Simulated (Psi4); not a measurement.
**SnH2Cl2 (SMILES [Cl][SnH2][Cl]): HF/def2-SVPD (core potential)**

What is the energy change on altering one bond length of SnH2Cl2 at HF/def2-SVPD (core potential)? 

The calculation is run with Psi4 1.11.

### 1 Starting point

SnH2Cl2: 5 atoms, total charge 0, spin state singlet. As SMILES, `[Cl][SnH2][Cl]`. The shape is that of a PBE0-D4/def2-TZVP optimisation.

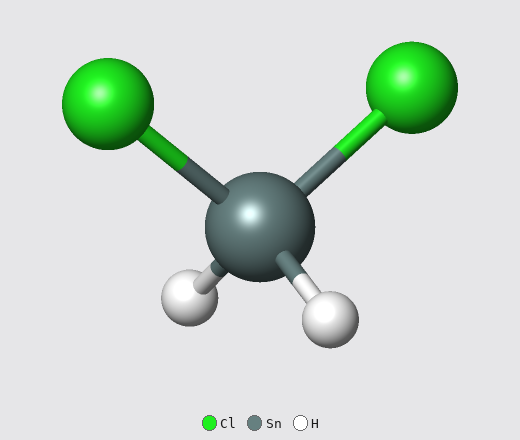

The structure, seen from a chosen angle (chlorine green, tin teal, hydrogen white).

### 2 Energy and forces at HF/def2-SVPD (core potential)

Input file cl2h2sn.json:

```json
{
 "schema_name": "qcschema_input",
 "schema_version": 1,
 "molecule": {
  "schema_name": "qcschema_molecule",
  "schema_version": 2,
  "symbols": ["Cl", "Sn", "Cl", "H", "H"],
  "geometry": [-3.39262531, -0.61642866, 2.27995457, 0.36358331, -0.19445282, 0.07294343, -0.47318742, 2.44814019, -3.31439065, 1.13799307, -3.0732616, -1.10000958, 2.45853369, 1.29691904, 1.9830786],
  "molecular_charge": 0,
  "molecular_multiplicity": 1,
  "fix_symmetry": "c1",
  "fix_com": true,
  "fix_orientation": true
 },
 "driver": "gradient",
 "model": {
  "method": "scf",
  "basis": "def2-SVPD"
 },
 "keywords": {
  "puream": true,
  "e_convergence": 1e-09,
  "d_convergence": 1e-08,
  "scf_type": "pk"
 }
}
```

Launch:

```
$ psi4 --qcschema cl2h2sn.json -n 1 --memory 1600MB
```

stdout:

```text
[...]
    !!!  WARNING: ECP capability is in beta. Please check occupations closely.  !!!
[...]
  Running in c1 symmetry.
[...]
  Nuclear repulsion =  237.041522330201360
[...]
  Multiplicity = 1
[...]
  Nalpha       = 29
  Nbeta        = 29
[...]
    Number of basis functions: 102
[...]
   @RHF iter   1: -1133.27608554958374   -1.35050e+00   2.73386e-03 DIIS/ADIIS
[...]
   @RHF iter  10: -1133.31241868045390   -1.31877e-11   7.22400e-09 DIIS
[...]
    Orbital Energies [Eh]
    ---------------------
    Doubly Occupied:
       1A   -104.800657     2A   -104.800642     3A    -10.561240
       4A    -10.561238     5A     -8.035797     6A     -8.035789
       7A     -8.033332     8A     -8.033327     9A     -8.033286
      10A     -8.033283    11A     -5.938885    12A     -4.130905
      13A     -4.129030    14A     -4.125276    15A     -1.404063
      16A     -1.400205    17A     -1.394483    18A     -1.390849
      19A     -1.390614    20A     -1.088916    21A     -1.069663
      22A     -0.694422    23A     -0.528524    24A     -0.517577
      25A     -0.516852    26A     -0.469324    27A     -0.464846
      28A     -0.458474    29A     -0.447410
[...]
  @RHF Final Energy: -1133.31241868045390
   => Energetics <=
    Nuclear Repulsion Energy =            237.0415223302013601
    One-Electron Energy =               -2119.7300627172717213
    Two-Electron Energy =                 749.3761217066164591
    Total Energy =                      -1133.3124186804539022
[...]
 Multipole Moments:
 ------------------------------------------------------------------------------------
     Multipole            Electronic (a.u.)      Nuclear  (a.u.)        Total (a.u.)
 ------------------------------------------------------------------------------------
 L = 1.  Multiply by 2.5417464519 to convert [e a0] to [Debye]
 Dipole X            :         55.1324745          -54.1234568            1.0090177
 Dipole Y            :        -25.5725663           25.0847914           -0.4877749
 Dipole Z            :         15.3569140          -15.0975889            0.2593251
 Magnitude           :                                                    1.1503436
[...]
  -Total Gradient:
     Atom            X                  Y                   Z
    ------   -----------------  -----------------  -----------------
       1        0.011332347837     0.001428149126    -0.006878536111
       2       -0.013976168584     0.006789961095    -0.003581791747
       3        0.002325542446    -0.008037644225     0.010396823182
       4       -0.000137084011    -0.001101104678    -0.000676482531
       5        0.000455362294     0.000920638671     0.000739987211
[...]
```

The result, in JSON:

```text
{
 "driver": "gradient",
 "model": {
  "method": "scf",
  "basis": "def2-SVPD"
 },
 "success": true,
 "return_result": [0.011332347836530754, 0.0014281491264802777, -0.006878536110908495, -0.013976168584034283, 0.0067899610948994014, -0.003581791746877854, 0.002325542446260282, -0.008037644225262597, 0.010396823182425102, -0.000137084011406996, -0.0011011046776134847, -0.0006764825311204037, 0.00045536229422465935, 0.0009206386712868747, 0.0007399872108451166],
 "properties": {
  "calcinfo_nbasis": 102,
  "calcinfo_nmo": 102,
  "calcinfo_nalpha": 29,
  "calcinfo_nbeta": 29,
  "calcinfo_natom": 5,
  "nuclear_repulsion_energy": 237.04152233020136,
  "return_energy": -1133.312418680454,
  "return_gradient": [0.011332347836530754, 0.0014281491264802777, -0.006878536110908495, -0.013976168584034283, 0.0067899610948994014, -0.003581791746877854, 0.002325542446260282, -0.008037644225262597, 0.010396823182425102, -0.000137084011406996, -0.0011011046776134847, -0.0006764825311204037, 0.00045536229422465935, 0.0009206386712868747, 0.0007399872108451166],
  "scf_one_electron_energy": -2119.7300627172717,
  "scf_two_electron_energy": 749.3761217066165,
  "scf_dipole_moment": [1.0090176704937832, -0.48777488192925134, 0.2593250894794519],
  "scf_total_energy": -1133.312418680454,
  "scf_total_gradient": [0.011332347836530754, 0.0014281491264802777, -0.006878536110908495, -0.013976168584034283, 0.0067899610948994014, -0.003581791746877854, 0.002325542446260282, -0.008037644225262597, 0.010396823182425102, -0.000137084011406996, -0.0011011046776134847, -0.0006764825311204037, 0.00045536229422465935, 0.0009206386712868747, 0.0007399872108451166],
  "scf_iterations": 10
 }
}
```

Wall time 9.3 s (1 thread of Intel Xeon Platinum 8375C at 2.90GHz (Ice Lake), shared host); peak memory 0.4 GiB.

### 3 The distorted shape

Input file calc.py:

```python
import psi4

psi4.set_memory('1600 MB')
psi4.set_num_threads(1)
psi4.set_output_file('psi4.out', False)

m = psi4.geometry("""
0 1
Cl    -1.662464    -0.745706     1.744232
Sn     0.325236    -0.522406     0.576332
Cl    -0.250400     1.295500    -1.753900
H      0.735036    -2.045806    -0.044368
H      1.433836     0.266794     1.587132
symmetry c1
no_reorient
no_com
""")

psi4.set_options({
    'puream': True,
    'e_convergence': 1e-09,
    'd_convergence': 1e-08,
    'scf_type': 'pk',
})

E, wfn = psi4.gradient("scf/def2-SVPD", molecule=m, return_wfn=True)
print('gradient / Eh bohr^-1')
print(E.np.round(6))
print(f'energy = {wfn.energy():.10f} Eh')
for k, v in sorted(psi4.core.scalar_variables().items()):
    print(f'{k:45s} {v:18.10f}')
```

Launch:

```
$ python calc.py
```

psi4.out:

```text
[...]
    !!!  WARNING: ECP capability is in beta. Please check occupations closely.  !!!
[...]
  Running in c1 symmetry.
[...]
  Nuclear repulsion =  210.901318039332978
[...]
  Multiplicity = 1
[...]
  Nalpha       = 29
  Nbeta        = 29
[...]
    Number of basis functions: 102
[...]
   @RHF iter   1: -1133.21886553112563   -1.55472e+00   2.68155e-03 ADIIS/DIIS
[...]
   @RHF iter  12: -1133.25869983830262   -4.54747e-12   4.72569e-09 DIIS
[...]
    Orbital Energies [Eh]
    ---------------------
    Doubly Occupied:
       1A   -104.828703     2A   -104.754547     3A    -10.588776
       4A    -10.510416     5A     -8.063314     6A     -8.060764
       7A     -8.060644     8A     -7.984621     9A     -7.982834
      10A     -7.982828    11A     -5.977138    12A     -4.168703
      13A     -4.166692    14A     -4.162699    15A     -1.438167
      16A     -1.434079    17A     -1.431044    18A     -1.427015
      19A     -1.426884    20A     -1.104042    21A     -0.997992
      22A     -0.712117    23A     -0.544585    24A     -0.530400
      25A     -0.500062    26A     -0.480515    27A     -0.418006
      28A     -0.409455    29A     -0.409400
[...]
  @RHF Final Energy: -1133.25869983830262
   => Energetics <=
    Nuclear Repulsion Energy =            210.9013180393329776
    One-Electron Energy =               -2067.2071553485197910
    Two-Electron Energy =                 723.0471374708840813
    Total Energy =                      -1133.2586998383026184
[...]
 Multipole Moments:
 ------------------------------------------------------------------------------------
     Multipole            Electronic (a.u.)      Nuclear  (a.u.)        Total (a.u.)
 ------------------------------------------------------------------------------------
 L = 1.  Multiply by 2.5417464519 to convert [e a0] to [Debye]
 Dipole X            :         45.0301853          -43.8314869            1.1986984
 Dipole Y            :          6.0200902           -7.4180179           -1.3979277
 Dipole Z            :        -25.0970796           26.5652256            1.4681460
 Magnitude           :                                                    2.3551077
[...]
  -Total Gradient:
     Atom            X                  Y                   Z
    ------   -----------------  -----------------  -----------------
       1        0.005927049460    -0.001197904742    -0.000841073831
       2        0.002643059153    -0.025258372682     0.034727619438
       3       -0.011758615007     0.034729316304    -0.044190813271
       4        0.001409100539    -0.004779565271     0.004702962305
       5        0.001779405862    -0.003493473603     0.005601305360
[...]
```

On the terminal:

```text
gradient / Eh bohr^-1
[[ 0.005927 -0.001198 -0.000841]
 [ 0.002643 -0.025258  0.034728]
 [-0.011759  0.034729 -0.044191]
 [ 0.001409 -0.00478   0.004703]
 [ 0.001779 -0.003493  0.005601]]
energy = -1133.2586998383 Eh
CURRENT ENERGY                                  -1133.2586998383
CURRENT REFERENCE ENERGY                        -1133.2586998383
DD SOLVATION ENERGY                                 0.0000000000
HF KINETIC ENERGY                                1002.0962867818
HF POTENTIAL ENERGY                             -2135.3549866201
HF TOTAL ENERGY                                 -1133.2586998383
HF VIRIAL RATIO                                     2.1308880342
NUCLEAR REPULSION ENERGY                          210.9013180393
ONE-ELECTRON ENERGY                             -2067.2071553485
PCM POLARIZATION ENERGY                             0.0000000000
PE ENERGY                                           0.0000000000
SCF ITERATION ENERGY                            -1133.2586998383
SCF ITERATIONS                                     12.0000000000
SCF TOTAL ENERGY                                -1133.2586998383
TWO-ELECTRON ENERGY                               723.0471374709
```

Run time: 9.3 s. Hardware: 1 thread of Intel Xeon Platinum 8375C at 2.90GHz (Ice Lake), shared host; peak memory 0.39 GiB.

### 4 What came out

At HF/def2-SVPD (core potential):

```
                                                           quantity           value
                                          first shape: total energy  -1133.31242 Eh
                                         first shape: dipole moment          2.92 D
                                           first shape: HOMO energy       -12.17 eV
                                           first shape: LUMO energy         1.41 eV
                                         first shape: HOMO–LUMO gap        13.59 eV
                              first shape: largest force on an atom      0.820 eV/Å
                                      distorted shape: total energy  -1133.25870 Eh
                                     distorted shape: dipole moment          5.99 D
                                       distorted shape: HOMO energy       -11.14 eV
                                       distorted shape: LUMO energy        -0.65 eV
                                     distorted shape: HOMO–LUMO gap        10.49 eV
                          distorted shape: largest force on an atom      2.953 eV/Å
energy change with the Sn2–Cl3 bond stretched from 2.316 to 3.011 Å        1.462 eV
```

In words: With the Sn2–Cl3 bond stretched from 2.316 to 3.011 Å the energy rises by 1.46 eV (34 kcal/mol). The first shape isn't relaxed at this level, so the change isn't measured from a minimum. The largest force (first shape) is 0.82 eV/Å: the shape isn't a stationary point for this species at this level.
